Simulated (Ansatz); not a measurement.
# From HSE06 to G0W0: WSe2 (P6_3/mmc), part 2 of 2

Wanted: the gap of WSe2 (P6_3/mmc) with a many-body correction, and the time that it takes.

Ansatz 0.2.0; HSE06, then G0W0 on it, plane waves, PAW. Known limits of the many-body steps: finite bands, screening cutoff and k mesh; no spin-orbit coupling in G0W0.

So far. Step 2 (The starting point: HSE06): Over mesh and listed points the gap is 1.446 eV, from k = Γ to k = (0.167, 0.167, 0.000). The least direct gap found is 1.985 eV, at k = (0.333, 0.333, 0.000).

The database entry behind the starting cell differs from later determinations by our own check (a about 0.2 % long), so it need not match the best structure at ambient conditions.

In doubt: masses and optical values from hybrid runs of this build are listed as unsure (step 3), which bears on the screening that GW takes from such a start.

**3. G0W0 on the 6×6×2 mesh**

G0W0 replaces the xc potential by a self-energy built once from the orbitals of the start. Levels are corrected in the window of bands that the input names, at points of the mesh.

This step: G0W0 on HSE06, plane waves, PAW.

Contents of input.yaml:

```yaml
crystal:
  lattice:
    - [3.29, 0.0, 0.0]
    - [-1.645, 2.8492235785, 0.0]
    - [0.0, 0.0, 12.97]
  atoms:
    - { symbol: W, position: [0.3333333333, 0.6666666667, 0.25] }
    - { symbol: W, position: [0.6666666667, 0.3333333333, 0.75] }
    - { symbol: Se, position: [0.3333333333, 0.6666666667, 0.621] }
    - { symbol: Se, position: [0.6666666667, 0.3333333333, 0.121] }
    - { symbol: Se, position: [0.3333333333, 0.6666666667, 0.879] }
    - { symbol: Se, position: [0.6666666667, 0.3333333333, 0.379] }
kpoints:
  mp_grid: { grid: [6, 6, 2] }
hamiltonian:
  xc: hse06
  pseudopotentials: { kind: paw, source: ansatz }
scf:
  occupations: { method: fixed }
gw:
  n_empty_bands: 723
  ecut_chi: 190.0
  qp_bands: [v2, c2]
  qp_kpoints: band_edges
  screening: { model: contour_deformation }
```

Command:

```sh
> ansatz run input.yaml --threads 4 --pin off --max-ram 138240MiB --backend cuda --events-out ev --progress --plain --runs-dir out --devices 1 --max-vram 26GiB  # rebuilt from the run's record
```

Numbers of over 12 decimals in the logs are rounded to 6 here.

Output:

```text
GPUs: using 1 of 1 available (devices: 1).
[...]
GPU FFT provider: cuFFT
GPU libraries: cuBLAS 13.8.2, cuFFT 12.4.0, cuSOLVER 12.3.4
Crystal: 6 atoms, lattice volume = 121.580 Å³
Basis set: ecut = 760 eV, 5861 PW (Γ)
Bands: 72, of which v1, the nominal top of the filled ones, is band 60 counted from 1 (59 counted from 0)
Symmetry: 24 space group operations
[...]
k-points: 14 of 72
[...]
GPU buffer pool allocated for 108000 grid points (all kernels)
[...]
SCF iter   1: F=—  HF=-57643.423386 eV  |F-HF|=—  |Δ(HF+E_count)|=         —  Δρ=4.28e-2  dr2=9.01e0  ethr=1.00e-1  ⟨swp⟩=6.5  Hψ=2736  notcnv=0
[...]
SCF iter   6: F=-57642.161989 eV  HF=-57642.162018 eV  |F-HF|=2.91e-5  |Δ(HF+E_count)|=   3.16e-5  Δρ=2.21e-4  dr2=3.91e-5  ethr=1.83e-7  ⟨swp⟩=4.0  Hψ=3002  notcnv=0
SCF 1 stopped early in 6 iterations: F = -57642.161989 eV  dr2 = 3.91e-5
[...]
GPU FFT provider: cuFFT
GPU libraries: cuBLAS 13.8.2, cuFFT 12.4.0, cuSOLVER 12.3.4
[...]
GPU buffer pool allocated for 108000 grid points (all kernels)
[...]
Frozen-core exchange: fock
SCF iter   1: F=—  HF=-57649.378318 eV  |F-HF|=—  |Δ(HF+E_count)|=         —  Δρ=9.33e-3  dr2=1.28e-1  ethr=3.26e-7  ⟨swp⟩=7.3  Hψ=5314  notcnv=0
[...]
SCF iter   6: F=-57649.329106 eV  HF=-57649.329108 eV  |F-HF|=2.11e-6  |Δ(HF+E_count)|=   1.42e-5  Δρ=4.05e-5  dr2=4.69e-6  ethr=3.07e-8  ⟨swp⟩=3.0  Hψ=2588  notcnv=0
SCF 2 stopped early in 6 iterations: F = -57649.329106 eV  dr2 = 4.69e-6
hybrid outer 1: dexx = +2.976e-2 eV, tail = 3.12e-4 eV
GPU FFT provider: cuFFT
GPU libraries: cuBLAS 13.8.2, cuFFT 12.4.0, cuSOLVER 12.3.4
GPU buffer pool allocated for 108000 grid points (all kernels)
[...]
Frozen-core exchange: fock
SCF iter   1: F=—  HF=-57649.329511 eV  |F-HF|=—  |Δ(HF+E_count)|=         —  Δρ=5.50e-5  dr2=4.57e-6  ethr=1.30e-6  ⟨swp⟩=2.6  Hψ=2242  notcnv=0
[...]
SCF iter   4: F=-57649.329515 eV  HF=-57649.329515 eV  |F-HF|=2.42e-9  |Δ(HF+E_count)|=   1.19e-8  Δρ=5.79e-6  dr2=1.45e-8  ethr=9.43e-11  ⟨swp⟩=3.0  Hψ=2478  notcnv=0
SCF 3 converged in 4 iterations: F = -57649.329515 eV  dr2 = 1.45e-8
[...]
NSCF: frozen V_eff on 14 k-points
Exchange-term sweep: 0 of 14 (spin, k) points
Exchange-term sweep: 1 of 14 (spin, k) points
Exchange-term sweep: 2 of 14 (spin, k) points
Exchange-term sweep: 3 of 14 (spin, k) points
Exchange-term sweep: 4 of 14 (spin, k) points
Exchange-term sweep: 5 of 14 (spin, k) points
Exchange-term sweep: 6 of 14 (spin, k) points
Exchange-term sweep: 7 of 14 (spin, k) points
Exchange-term sweep: 8 of 14 (spin, k) points
Exchange-term sweep: 9 of 14 (spin, k) points
Exchange-term sweep: 10 of 14 (spin, k) points
Exchange-term sweep: 11 of 14 (spin, k) points
Exchange-term sweep: 12 of 14 (spin, k) points
Exchange-term sweep: 13 of 14 (spin, k) points
Exchange-term sweep: 14 of 14 (spin, k) points
G₀W₀ screening: q 1/14
[... further progress lines ...]
[...]
Free energy (F): -57649.329515 eV
Frozen-core exchange: fock
[...]
Internal energy: -57649.329515 eV  (E = F + TS)
E sigma→0 (E₀):  -57649.329515 eV
Fermi energy:    14.589127 eV
[...]
--- Band table (eV; the first three rows and the last of 14) ---
  k-point 0: bands = [... 56 lower, 12.9001, 13.2815, 13.3620, 14.5891, 17.8646, 17.8646, 17.9176, 17.9176, ... 1 higher]
  k-point 1: bands = [... 56 lower, 12.8682, 12.8682, 14.3245, 14.3245, 17.8662, 17.8662, 17.8662, 17.8662, ... 1 higher]
  k-point 2: bands = [... 56 lower, 12.4687, 13.3045, 13.3612, 13.8383, 16.7974, 17.4100, 17.4149, 17.5020, ... 1 higher]
  k-point 13: bands = [... 56 lower, 11.4562, 11.4562, 14.2341, 14.2341, 16.3697, 16.3697, 17.6518, 17.6518, ... 1 higher]
  guard bands above this table: 7 of the run's 72 bands. The solve was not asked for them (output.publish_guard_bands: true or output.eigenvalues: true publishes all)
--- G₀W₀: contour deformation, 7 samples at zero and on the imaginary axis and 1 off it, 72 q-points, 723 empty bands' worth ---
  eigenvalues of the whole cell's RPA ε∞ on this k-mesh (on a slab, of 1 + 4πα/V) = 5.8658, 12.1009, 12.1009; static W/v taken at q = 0 is 0.087368
  bands read: the sum over 783 bands ends inside a degenerate multiplet in 8 slots, whose members it reads at an even weight; the widest, k=1: bands 783 to 786 (counted from 1) at 1/4 each
  gw.qp_kpoints: band_edges: 10 of 14 stored k-points solved, in 1 pass; an edge of the gap read off the rows below is read off those points alone
    valence top: of the k-points left out ik 6 came nearest to being solved in a further pass, in band 60 (counted from 1, as in the quasiparticle table): it holds the edge there only if its correction is more favourable than any solved in that band by at least 1.261 eV; those differ by 0.085 eV
    conduction bottom: of the k-points left out ik 4 came nearest to being solved in a further pass, in band 61 (counted from 1, as in the quasiparticle table): it holds the edge there only if its correction is more favourable than any solved in that band by at least 0.605 eV; those differ by 0.087 eV
    ik  band        ε_KS         Σx   Σc(E_QP)       V_xc       Z   E_QP_lin       E_QP  E_QP is
     0    59     13.3620   -18.1268     0.8052   -17.1871  0.7680    13.2272    13.2274  root
     0    60     14.5891   -19.3374     0.2738   -18.8838  0.7763    14.4091    14.4094  root
     0    61     17.8646   -13.6917    -4.2373   -17.7785  0.7796    17.7145    17.7142  root
     0    62     17.8646   -13.6917    -4.2373   -17.7785  0.7796    17.7145    17.7142  root
     1    59     14.3245   -19.0417     0.4946   -18.3608  0.7779    14.1380    14.1383  root
     1    60     14.3245   -19.0417     0.4946   -18.3608  0.7779    14.1380    14.1383  root
     1    61     17.8662   -13.6548    -4.2174   -17.7144  0.7786    17.7088    17.7084  root
     1    62     17.8662   -13.6548    -4.2174   -17.7144  0.7786    17.7088    17.7084  root
     2    59     13.3612   -18.5936     0.8310   -17.6516  0.7675    13.2500    13.2502  root
     2    60     13.8383   -19.0263     0.6112   -18.2735  0.7734    13.6966    13.6968  root
     2    61     16.7974   -13.1177    -3.9951   -16.9315  0.7820    16.6165    16.6161  root
     2    62     17.4100   -13.7231    -4.3320   -17.9239  0.7848    17.2791    17.2788  root
     3    59     13.7700   -18.9871     0.7135   -18.1265  0.7743    13.6228    13.6231  root
     3    60     13.7700   -18.9871     0.7135   -18.1265  0.7743    13.6228    13.6231  root
     3    61     17.0974   -13.4927    -4.0970   -17.4164  0.7790    16.9245    16.9241  root
     3    62     17.0974   -13.4927    -4.0970   -17.4164  0.7790    16.9245    16.9241  root
     8    59     13.2801   -19.2184     0.8918   -18.2272  0.7660    13.1807    13.1809  root
     8    60     13.3263   -19.2964     0.8848   -18.2947  0.7688    13.2092    13.2095  root
     8    61     16.0375   -12.8258    -3.7366   -16.4156  0.7868    15.8908    15.8906  root
     8    62     17.0019   -13.9247    -4.1699   -17.9407  0.7728    16.8484    16.8480  root
     9    59     13.3105   -19.2721     0.8853   -18.2770  0.7676    13.2005    13.2007  root
     9    60     13.3105   -19.2721     0.8853   -18.2770  0.7676    13.2005    13.2007  root
     9    61     16.4651   -13.3549    -3.9154   -17.1272  0.7829    16.3222    16.3219  root
     9    62     16.4651   -13.3549    -3.9154   -17.1272  0.7829    16.3222    16.3219  root
    10    59     13.5266   -18.1210     0.7258   -17.2302  0.7753    13.3613    13.3616  root
    10    60     13.7309   -18.6244     0.6434   -17.8204  0.7752    13.5700    13.5703  root
    10    61     16.6673   -14.0785    -4.0530   -17.9806  0.7737    16.5167    16.5163  root
    10    62     17.3087   -15.5448    -4.3637   -19.7402  0.7581    17.1408    17.1404  root
    11    59     13.6368   -18.4055     0.6849   -17.5586  0.7752    13.4746    13.4748  root
    11    60     13.6368   -18.4055     0.6849   -17.5586  0.7752    13.4746    13.4748  root
    11    61     16.9476   -14.4085    -4.1538   -18.4034  0.7703    16.7890    16.7887  root
    11    62     16.9476   -14.4085    -4.1538   -18.4034  0.7703    16.7890    16.7887  root
    12    59     14.1169   -18.0151     0.2829   -17.5386  0.7763    13.9230    13.9233  root
    12    60     14.3828   -18.6218     0.1579   -18.2703  0.7762    14.1888    14.1891  root
    12    61     16.3695   -15.3907    -3.9769   -19.2737  0.7692    16.2758    16.2756  root
    12    62     16.3695   -15.3907    -3.9769   -19.2737  0.7692    16.2758    16.2756  root
    13    59     14.2341   -18.2422     0.2189   -17.8289  0.7765    14.0395    14.0398  root
    13    60     14.2341   -18.2422     0.2189   -17.8289  0.7765    14.0395    14.0398  root
    13    61     16.3697   -15.3876    -3.9768   -19.2705  0.7692    16.2758    16.2757  root
    13    62     16.3697   -15.3876    -3.9768   -19.2705  0.7692    16.2758    16.2757  root
```

It took 3.6 min on 1 × NVIDIA H100 80GB HBM3 (shared by 3 runs) with 4 threads of AMD EPYC 7R13 (Zen 3), shared host; peak memory 4.4 GiB; 5.4 min of CPU time.

Numbers from this step:

```yaml
bands_summed: 783
rpa_eps_infinity_on_this_mesh_eigenvalues: 5.866, 12.10, 12.10
plane_waves_in_the_screening_matrix: 749
q_points_in_the_mesh: 72
g0w0_gap_over_the_corrected_points: 1.481 eV
k_of_the_valence_top: 0, 0, 0
k_of_the_conduction_bottom: 0.1667, 0.1667, 0
starting_gap_on_the_mesh: 1.448 eV
z_at_the_valence_top: 0.7763
z_at_the_conduction_bottom: 0.7868
least_direct_g0w0_gap_over_the_corrected_points: 2.087 eV
```

Over 10 of 14 irreducible mesh points the G0W0 gap is 1.481 eV, from k = Γ to k = (0.167, 0.167, 0.000). The HSE06 gap of this run on the mesh is 1.448 eV. The two states that bound the G0W0 gap lie that far apart at the start, so the correction of the gap is 1.481 − 1.448 = +0.033 eV. The start of this run differs from the step before in files (soft_2 PAW and hard PAW) and plane-wave cutoff (420 eV and 760 eV).

Labels follow the order of the start: v1 is the top filled band, c1 the lowest empty one; levels that stay degenerate share a row, the window can cut a multiplet, doubted levels are not marked in this list, bands outside the window were not corrected, and the list may be a part of the corrected levels. The levels before and after the correction (eV, zero at the valence-band top of each column):

|  | conduction bottom | valence top |
| --- | --- | --- |
| HSE06 | 1.45 | 0.00 |
| G0W0 | 1.48 | 0.00 |

|  | level | occupation | energy (eV) |
| --- | --- | --- | --- |
| HSE06 | Γ v2 | 2 | -1.227 |
| HSE06 | Γ v1 | 2 | 0.000 |
| HSE06 | Γ c1-c2 | 0 | 3.276 |
| HSE06 | (0.167 0.167 0) v2 | 2 | -1.309 |
| HSE06 | (0.167 0.167 0) v1 | 2 | -1.263 |
| HSE06 | (0.167 0.167 0) c1 | 0 | 1.448 |
| HSE06 | (0.167 0.167 0) c2 | 0 | 2.413 |
| G0W0 | Γ v2 | 2 | -1.182 |
| G0W0 | Γ v1 | 2 | 0.000 |
| G0W0 | Γ c1-c2 | 0 | 3.305 |
| G0W0 | (0.167 0.167 0) v2 | 2 | -1.228 |
| G0W0 | (0.167 0.167 0) v1 | 2 | -1.200 |
| G0W0 | (0.167 0.167 0) c1 | 0 | 1.481 |
| G0W0 | (0.167 0.167 0) c2 | 0 | 2.439 |

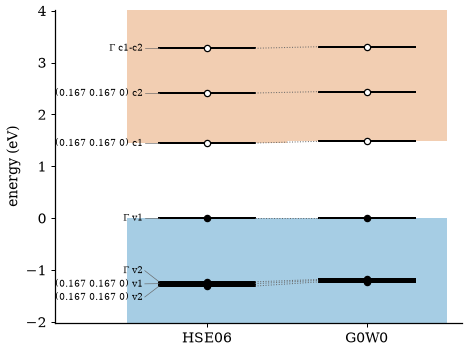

Levels before and after the correction. Shaded: valence and conduction bands. Filled marks are occupied levels, open marks empty ones.

The parts of the quasiparticle energy for the two states that bound the G0W0 gap, in eV on the run's own scale (QP = start + Σx + Σc − Vxc, with Σc at the quasiparticle energy):

| edge | k | band | start | Σx | Σc | Vxc | Z | QP |
| --- | --- | --- | --- | --- | --- | --- | --- | --- |
| valence top | Γ | 60 | 14.589 | −19.337 | 0.274 | −18.884 | 0.776 | 14.409 |
| conduction bottom | (0.167, 0.167, 0.000) | 61 | 16.038 | −12.826 | −3.737 | −16.416 | 0.787 | 15.891 |

For a hybrid start, Vxc holds its share of exact exchange.

**4. Spin-orbit coupling in HSE06**

This run has two-component orbitals with spin-orbit coupling.

This step: DFT, HSE06 with spin-orbit coupling, plane waves, PAW.

input.yaml, as its differences from that of step 3:

```diff
@@ -14,12 +14,25 @@
   mp_grid: { grid: [6, 6, 2] }
+  band_path:
+    path:
+      - [0.0, 0.0, 0.0]
+      - [0.5, 0.0, 0.0]
+      - [0.33333333, 0.33333333, 0.0]
+      - [0.0, 0.0, 0.5]
+      - [0.5, 0.0, 0.5]
+      - [0.33333333, 0.33333333, 0.5]
+      - [0.1666666667, 0.1666666667, 0.0]
+    npoints: 1
 hamiltonian:
   xc: hse06
-  pseudopotentials: { kind: paw, source: ansatz }
 scf:
-  occupations: { method: fixed }
-gw:
-  n_empty_bands: 723
-  ecut_chi: 190.0
-  qp_bands: [v2, c2]
-  qp_kpoints: band_edges
-  screening: { model: contour_deformation }
+  occupations: { method: fermi_dirac, width: 0.02 }
+  n_extra_bands: 12
+magnetization:
+  noncollinear: true
+  spin_orbit: true
+output:
+  eigenvalues: true
+  write_density: true
+  write_potential: true
+  elf: true
+  volumetric_format: npy
```

Output:

```text
[...]
GPUs: using 1 of 1 available (devices: 1).
[...]
non-collinear run that drives no moment, with spin-orbit: no starting moment large enough to seed its density (crystal.atoms[].spin), no starting occupations that ask for one, no magnetisation constraint and no magnetic field, so the semilocal B_xc is pinned to zero
[...]
GPU FFT provider: cuFFT
GPU libraries: cuBLAS 13.8.2, cuFFT 12.4.0, cuSOLVER 12.3.4
Crystal: 6 atoms, lattice volume = 121.580 Å³
Basis set: ecut = 420 eV, 2419 PW (Γ)
Bands: 104, of which v1, the nominal top of the filled ones, is band 92 counted from 1 (91 counted from 0)
Symmetry: 24 space group operations + 24 with time reversal
[...]
k-points: 14 of 72
Projection manifold: j_resolved (fully-relativistic pseudo-atomic orbitals)
[...]
GPU buffer pool allocated for 51840 grid points (all kernels)
[...]
SCF iter   1: F=—  HF=-42699.899078 eV  |F-HF|=—  |Δ(HF+E_count)|=         —  Δρ=3.46e-2  dr2=4.89e0  dr2_m=0.00e0 (ungated)  ethr=1.00e-1  |M|=0.00e0 ∫|m|=0.00e0 μB  |m|>n=0.0e0 m-floor=0.0e0 τ_xc=0.0e0  β_m=0.30  ⟨swp⟩=3.5  Hψ=4925  notcnv=0
[...]
SCF iter   6: F=-42699.061646 eV  HF=-42699.061669 eV  |F-HF|=2.36e-5  |Δ(HF+E_count)|=   1.45e-4  Δρ=2.62e-4  dr2=6.72e-5  dr2_m=0.00e0 (ungated)  ethr=1.51e-6  |M|=0.00e0 ∫|m|=0.00e0 μB  |m|>n=0.0e0 m-floor=0.0e0 τ_xc=0.0e0  ⟨swp⟩=4.6  Hψ=3819  notcnv=0  defer=4
SCF 1 stopped early in 6 iterations: F = -42699.061646 eV  dr2 = 6.72e-5
[...]
GPU FFT provider: cuFFT
[...]
Frozen-core exchange: fock
SCF iter   1: F=—  HF=-42666.091752 eV  |F-HF|=—  |Δ(HF+E_count)|=         —  Δρ=7.18e-5  dr2=1.34e-5  dr2_m=0.00e0 (ungated)  ethr=1.08e-6  |M|=0.00e0 ∫|m|=0.00e0 μB  |m|>n=0.0e0 m-floor=0.0e0 τ_xc=0.0e0  β_m=0.30  ⟨swp⟩=4.3  Hψ=3129  notcnv=0
[...]
SCF iter   4: F=-42666.091756 eV  HF=-42666.091756 eV  |F-HF|=5.51e-9  |Δ(HF+E_count)|=   4.77e-8  Δρ=6.96e-6  dr2=4.21e-8  dr2_m=0.00e0 (ungated)  ethr=2.22e-10  |M|=0.00e0 ∫|m|=0.00e0 μB  |m|>n=0.0e0 m-floor=0.0e0 τ_xc=0.0e0  ⟨swp⟩=3.0  Hψ=3254  notcnv=0
SCF 3 converged in 4 iterations: F = -42666.091756 eV  dr2 = 4.21e-8
[...]
Magnetization: |M| = 0.0000 μB,  M = (+0.0000, +0.0000, +0.0000) μB
Absolute magnetization: 0.0000 μB (∫|m|)
  site 0: m = (+0.0000, +0.0000, +0.0000) μB, |m| = 0.0000 μB  (R = 1.04 Å)
  site 1: m = (+0.0000, +0.0000, +0.0000) μB, |m| = 0.0000 μB  (R = 1.04 Å)
  site 2: m = (+0.0000, +0.0000, +0.0000) μB, |m| = 0.0000 μB  (R = 1.04 Å)
  site 3: m = (+0.0000, +0.0000, +0.0000) μB, |m| = 0.0000 μB  (R = 1.04 Å)
  site 4: m = (+0.0000, +0.0000, +0.0000) μB, |m| = 0.0000 μB  (R = 1.04 Å)
  site 5: m = (+0.0000, +0.0000, +0.0000) μB, |m| = 0.0000 μB  (R = 1.04 Å)
Free energy (F): -42666.091757 eV
Frozen-core exchange: fock
[...]
Internal energy: -42666.091757 eV  (E = F + TS)
E sigma→0 (E₀):  -42666.091757 eV
Fermi energy:    13.375082 eV
[...]
--- Band table (eV; the first three rows and the last of 14) ---
  k-point 0: bands = [... 88 lower, 11.5420, 11.5420, 12.7126, 12.7126, 15.7207, 15.7207, 15.7774, 15.7774, ... 8 higher]
  k-point 1: bands = [... 88 lower, 12.4393, 12.4393, 12.4393, 12.4393, 15.7388, 15.7388, 15.7388, 15.7388, ... 8 higher]
  k-point 2: bands = [... 88 lower, 11.4829, 11.4829, 11.9387, 11.9387, 14.8415, 14.8415, 15.3613, 15.3613, ... 8 higher]
  k-point 13: bands = [... 88 lower, 12.0202, 12.0202, 12.5741, 12.5741, 14.3762, 14.3762, 14.3877, 14.3877, ... 8 higher]
```

It took 2.1 min on 1 × NVIDIA H100 80GB HBM3 (shared by 3 runs) with 4 threads; peak memory 3.1 GiB.

This step gave:

```
gap                     : 1.360 eV
valence top at          : Γ
conduction bottom at    : k = (0.167, 0.167, 0.000)
least direct gap        : 1.733 eV
exact-exchange fraction : 0.25
```

Over mesh and listed points the gap is 1.360 eV, from k = Γ to k = (0.167, 0.167, 0.000). The least direct gap found is 1.733 eV, at k = (0.333, 0.333, 0.000). HSE06+SOC against HSE06: 1.360 − 1.446 = −0.086 eV, with the same mesh, set of files (read in its fully relativistic form for the spin-orbit run) and cutoff, and both edges at the same k points. The spin-orbit run sees mesh and listed points alone, so its gap is an upper bound: the coupling can move an edge off these points, and the change over the zone, its sign included where it is small, is not known.

**5. Side by side**

Each gap is the least one over the points named; times are wall times on shared hosts, not benchmarks. A G0W0 time includes the run's own self-consistent start. Runs with listed points see these and the mesh alone, so an edge that moves elsewhere is missed.

| level | mesh | files, cutoff | bands summed, screening | points | gap (eV) | valence top | conduction bottom | least direct gap (eV) | time |
| --- | --- | --- | --- | --- | --- | --- | --- | --- | --- |
| HSE06 | 6×6×2 | soft_2 PAW, 420 eV | - | mesh and listed points | 1.446 | Γ | (0.167, 0.167, 0.000) | 1.985 | 34 s |
| HSE06+SOC | 6×6×2 | soft_2 PAW, 420 eV | - | mesh and listed points | 1.360 | Γ | (0.167, 0.167, 0.000) | 1.733 | 2.1 min |
| G0W0@HSE06 | 6×6×2 | hard PAW, 760 eV | 783, 190 eV | 10 of 14 irreducible mesh points | 1.481 | Γ | (0.167, 0.167, 0.000) | 2.087 | 3.6 min |

**6. Summary of results**

```yaml
hse06_gap_over_mesh_and_listed_points: 1.446 eV, from k = Γ to k = (0.167, 0.167, 0.000)
g0w0_hse06_gap_over_10_of_14_irreducible_mesh_points: 1.481 eV, from k = Γ to k = (0.167, 0.167, 0.000)
hse06_soc_gap_over_mesh_and_listed_points: 1.360 eV
gw_settings: 6×6×2 mesh, 723 empty bands, screening to 190 eV, hard PAW files
known_limits: finite bands, screening cutoff and k mesh; no spin-orbit coupling in G0W0
```

In words: Over 10 of 14 irreducible mesh points the G0W0 gap is 1.481 eV, from k = Γ to k = (0.167, 0.167, 0.000). The HSE06 gap of this run on the mesh is 1.448 eV. The two states that bound the G0W0 gap lie that far apart at the start, so the correction of the gap is 1.481 − 1.448 = +0.033 eV. The valence state moves by 14.409 − 14.589 = −0.180 eV and the conduction state by 15.891 − 16.038 = −0.147 eV, on the run's own scale; how far single levels stand from their limit in bands is not shown. Both edges that HSE06 shows over mesh and listed points lie at k points where levels were corrected. Levels at other points were not corrected, so a lower G0W0 gap elsewhere in the zone is not ruled out. No second run with other bands and screening cutoff is shown, so the distance to the basis limit is not known. On another start, G0W0@PBE runs of this series (6×6×2 mesh, hard PAW; not shown as steps) give 1.253 eV with 378 bands and 110 eV, 1.294 eV with 783 bands and 190 eV, 1.311 eV with 1284 bands and 270 eV and 1.322 eV with 2105 bands and 380 eV. G0W0 on other starts in this series, not shown as steps and not all at these settings: 1.294 eV on PBE (6×6×2, hard PAW, 783 bands, 190 eV) and 1.604 eV on PBE0 (6×6×2, hard PAW, 783 bands, 190 eV). HSE06+SOC against HSE06: 1.360 − 1.446 = −0.086 eV, with the same mesh, set of files (read in its fully relativistic form for the spin-orbit run) and cutoff, and both edges at the same k points. The spin-orbit run sees mesh and listed points alone, so its gap is an upper bound: the coupling can move an edge off these points, and the change over the zone, its sign included where it is small, is not known. What spin-orbit coupling does to the G0W0 levels was not computed, so no sum with the G0W0 gap is formed. The G0W0 runs are scalar-relativistic. No pair of G0W0 runs that differ in the mesh alone is shown (6×6×2 is a supercell whose nearest images lie 20 Å apart), so the error from the mesh is not known here. G0W0 is shown with one set of atomic data (hard PAW), so the error from the files is not known here.

[Paths, hosts, dates, memory and timing lines, banners, echoed tables and standing remarks are left out of the program output.]

[Logs are printed without paths, hosts, clocks, repeated set-up lines and the standing remarks that a program may print on its own settings, such as how far it seeks lower states.]

[Runs of the session that timed out or met a known fault of the program may be left out.]

[Cells called generated may have been cut or substituted from an entry of the Crystallography Open Database or the Materials Project.]

[Hosts, paths, dates, database ids (printed as entryN), source tags and the programs' standing remarks are cut or masked in the printed files.]

[Where an RPA ε∞ is given, it is that of the G0W0 mesh and is not shown converged in it. Names of k-points follow the symmetry that the program found, which can be lower than the space group named. Band edges on a path are those of the sampled points; other points can move an edge, and change direct to indirect where valleys lie close.]

[Hybrid gaps are those of their k-mesh and are not shown converged in it.]
